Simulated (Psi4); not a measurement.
# UCCSD/def2-SVP (density fitting, core potential) run of InHBr (SMILES [Br][InH])

What is the electrostatic solvation energy at fixed shape (IEF-PCM, carbon tetrachloride) of InHBr at UCCSD/def2-SVP (density fitting, core potential)? 

The results are computed with Psi4 1.11.

1 further run of the same task is left out (it didn't finish).

## 1. Starting point

The species is InHBr (3 atoms), meant as a doublet with charge 0. SMILES: `[Br][InH]`. The shape is that of a PBE0-D4/def2-TZVP optimisation.

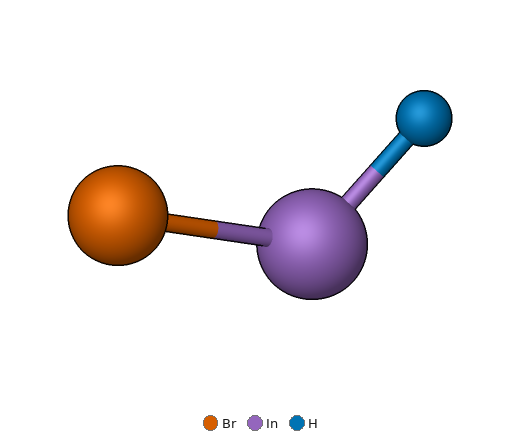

The structure, seen from a chosen angle (bromine orange, indium purple, hydrogen blue).

## 2. The energy at UCCSD/def2-SVP (density fitting, core potential)

input.in

```
memory 1600 MB

molecule {
  0 2
  Br     1.752400    -0.309300     0.917000
  In    -0.424600    -0.617800    -0.295300
  H     -1.338700     0.862200    -0.635000
  symmetry c1
}

set basis def2-SVP
set reference uhf
set num_frozen_docc 13

e, wfn = energy("ccsd", return_wfn=True)
```

The run is started by

```sh
psi4 -i input.in -o input.out -n 1
```

input.out:

```text
[...]
    !!!  WARNING: ECP capability is in beta. Please check occupations closely.  !!!
[...]
  Running in c1 symmetry.
[...]
  Nuclear repulsion =  166.249835763362228
[...]
  Multiplicity = 2
[...]
  Nalpha       = 29
  Nbeta        = 28
[...]
    Number of basis functions: 63
[...]
   @UHF iter   1: -2761.67022641143149   -2.73270e+00   1.75487e-02 ADIIS/DIIS
[...]
   @UHF iter  15: -2761.92414609516482   -4.54747e-12   4.95174e-09 DIIS
[...]
   @S^2 Observed:                7.668741330E-01
[...]
    Orbital Energies [Eh]
    ---------------------
    Alpha Occupied:
       1A   -489.939188     2A    -65.107424     3A    -58.479380
       4A    -58.478203     5A    -58.478148     6A     -9.798545
       7A     -7.413139     8A     -7.407679     9A     -7.407359
      10A     -5.418834    11A     -3.676419    12A     -3.672484
      13A     -3.668910    14A     -3.153871    15A     -3.152265
      16A     -3.151717    17A     -3.147101    18A     -3.147086
      19A     -1.068629    20A     -1.060538    21A     -1.060349
      22A     -1.056774    23A     -1.054416    24A     -0.960427
      25A     -0.556632    26A     -0.447757    27A     -0.401928
      28A     -0.401179    29A     -0.314854
    Alpha Virtual:
[...]
  @UHF Final Energy: -2761.92414609516482
   => Energetics <=
    Nuclear Repulsion Energy =            166.2498357633622277
    One-Electron Energy =               -4250.6506604658170545
    Two-Electron Energy =                1322.4766786072898412
    Total Energy =                      -2761.9241460951652698
  UHF NO Occupations:
  HONO-2 :   27  A 1.9991371
  HONO-1 :   28  A 1.9928858
[...]
 Multipole Moments:
 ------------------------------------------------------------------------------------
     Multipole            Electronic (a.u.)      Nuclear  (a.u.)        Total (a.u.)
 ------------------------------------------------------------------------------------
 L = 1.  Multiply by 2.5417464519 to convert [e a0] to [Debye]
 Dipole X            :        -55.9445204           54.7982429           -1.1462775
 Dipole Y            :         -9.3143576            8.9543509           -0.3600067
 Dipole Z            :          0.0000001            0.0000000            0.0000001
 Magnitude           :                                                    1.2014811
[...]
      * MP2 total energy                      = -2762.221690475094420
[...]
      * CCSD total energy                     = -2762.235932774146477
[...]
```

Wall time 22 s (1 thread of Intel Xeon Platinum 8488C (Sapphire Rapids), shared host); peak memory 0.27 GiB.

## 3. A single-point energy at UCCSD/def2-SVP (density fitting, core potential, IEF-PCM carbon tetrachloride)

calc.dat

```
memory 1600 mb

molecule geom {
  0 2
  Br     1.752400    -0.309300     0.917000
  In    -0.424600    -0.617800    -0.295300
  H     -1.338700     0.862200    -0.635000
  symmetry c1
}

set {
  basis def2-SVP
  reference uhf
  num_frozen_docc 13
  pcm true
}

pcm = {
  Units = Angstrom
  Medium {
    SolverType = IEFPCM
    Solvent = CCl4
  }
  Cavity {
    Type = GePol
    RadiiSet = UFF
    Scaling = False
    Area = 0.5
    Mode = Implicit
  }
}

e_tot = energy('ccsd')
```

The run is started by

```sh
psi4 -n 1 calc.dat calc.out
```

calc.out:

```text
[...]
    !!!  WARNING: ECP capability is in beta. Please check occupations closely.  !!!
[...]
  Running in c1 symmetry.
[...]
  Nuclear repulsion =  166.249835763362228
[...]
  Multiplicity = 2
[...]
  Nalpha       = 29
  Nbeta        = 28
[...]
    Number of basis functions: 63
[...]
   @UHF iter   1: -2761.68067775409099   -2.73777e+00   1.75431e-02 DIIS/ADIIS
[...]
   @UHF iter  14: -2761.93042775301774   -1.22782e-11   9.89584e-09 DIIS
[...]
   @S^2 Observed:                7.659276657E-01
[...]
    Orbital Energies [Eh]
    ---------------------
    Alpha Occupied:
       1A   -489.938099     2A    -65.106447     3A    -58.478354
       4A    -58.477256     5A    -58.477213     6A     -9.797608
       7A     -7.412040     8A     -7.406875     9A     -7.406626
      10A     -5.409255    11A     -3.666516    12A     -3.663011
      13A     -3.659469    14A     -3.152753    15A     -3.151208
      16A     -3.150763    17A     -3.146431    18A     -3.146420
      19A     -1.060080    20A     -1.050846    21A     -1.050685
      22A     -1.046876    23A     -1.045059    24A     -0.960068
      25A     -0.547613    26A     -0.444454    27A     -0.403118
      28A     -0.402990    29A     -0.304587
    Alpha Virtual:
[...]
  @UHF Final Energy: -2761.93042775301774
   => Energetics <=
    Nuclear Repulsion Energy =            166.2498357633622277
    One-Electron Energy =               -4250.7625376022151613
    Two-Electron Energy =                1322.5892062373011413
    PCM Polarization Energy =              -0.0069321514655994
    Total Energy =                      -2761.9304277530172840
  UHF NO Occupations:
  HONO-2 :   27  A 1.9992682
[...]
 Multipole Moments:
 ------------------------------------------------------------------------------------
     Multipole            Electronic (a.u.)      Nuclear  (a.u.)        Total (a.u.)
 ------------------------------------------------------------------------------------
 L = 1.  Multiply by 2.5417464519 to convert [e a0] to [Debye]
 Dipole X            :        -56.1648531           54.7982429           -1.3666101
 Dipole Y            :         -9.3982440            8.9543509           -0.4438930
 Dipole Z            :          0.0000001            0.0000000            0.0000001
 Magnitude           :                                                    1.4368940
[...]
      * MP2 total energy                      = -2762.226767422318517
[...]
      * CCSD total energy                     = -2762.240805987085423
[...]
```

It took 23 s on 1 thread of Intel Xeon Platinum 8488C (Sapphire Rapids), shared host; peak memory 0.28 GiB.

## 4. Results

Level: UCCSD/def2-SVP (density fitting, core potential), 13 core orbitals frozen.

| quantity | value |
| --- | --- |
| gas phase: total energy | -2762.23593 Eh |
| gas phase: HOMO energy (Hartree–Fock orbitals) (highest over α and β) | -8.57 eV |
| gas phase: LUMO energy (Hartree–Fock orbitals) (lowest over α and β) | -0.04 eV |
| gas phase: correlation energy (13 core orbitals frozen) | -311.8 mEh |
| gas phase: ⟨S²⟩ of the reference determinant | 0.767 |
| gas phase: T1 diagnostic | 0.015 |
| IEF-PCM, carbon tetrachloride: total energy | -2762.24081 Eh |
| IEF-PCM, carbon tetrachloride: HOMO energy (Hartree–Fock orbitals) (highest over α and β) | -8.29 eV |
| IEF-PCM, carbon tetrachloride: LUMO energy (Hartree–Fock orbitals) (lowest over α and β) | 0.29 eV |
| IEF-PCM, carbon tetrachloride: correlation energy (13 core orbitals frozen) | -310.4 mEh |
| IEF-PCM, carbon tetrachloride: solvent term in the energy | -18.2 kJ/mol |
| IEF-PCM, carbon tetrachloride: ⟨S²⟩ of the reference determinant | 0.766 |
| IEF-PCM, carbon tetrachloride: T1 diagnostic | 0.014 |
| energy change from gas to solvent at fixed shape | -0.133 eV |

What this shows: The solvent model (IEF-PCM, carbon tetrachloride) lowers the energy by 0.13 eV (−3.1 kcal/mol) at the same shape. It holds the electrostatic part alone, without cavity or dispersion terms.
